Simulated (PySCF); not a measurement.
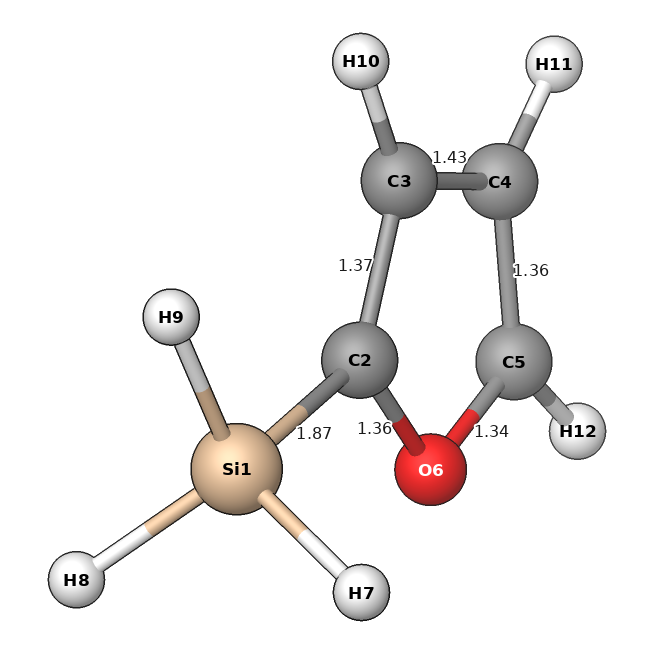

Bond lengths are marked in Å; every bond is drawn as one stick. Computed geometry: PBE0-D3(BJ)/def2-SVP optimisation. No frequency run is at hand to confirm it as a minimum.

Assign a bond order to each marked bond.

Si1–C2 single; C2–C3 aromatic; C2–O6 aromatic; C3–C4 aromatic; C4–C5 aromatic; C5–O6 aromatic.

Write the SMILES.

[SiH3]c1ccco1
